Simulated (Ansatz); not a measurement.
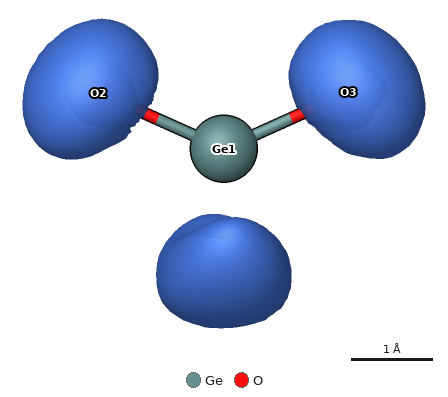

GeO$_{2}$ (charge −1, doublet). Isosurface of the ELF at 0.75 (blue), seen across its widest extent. Core shells and regions of very low density are left out.

Geometry: PBE-D4/def2-TZVPD; not at a stationary point (largest force 0.9 eV/Å).

These are results of UKS PBE0-D4/def2-TZVPD in Ansatz, not measurements.

### Where are the electrons localised?

At this value the surface marks out one lobe on Ge, pointing away from the bonds (non-bonding electrons) and two regions wrapped around O (the valence shell of each).

Values along the shortest contacts:
Ge–O (1.72 Å): the ELF peaks at about 0.80 in the valence shell of O, 0.6 Å from its nucleus, and is about 0.30 at the midpoint.
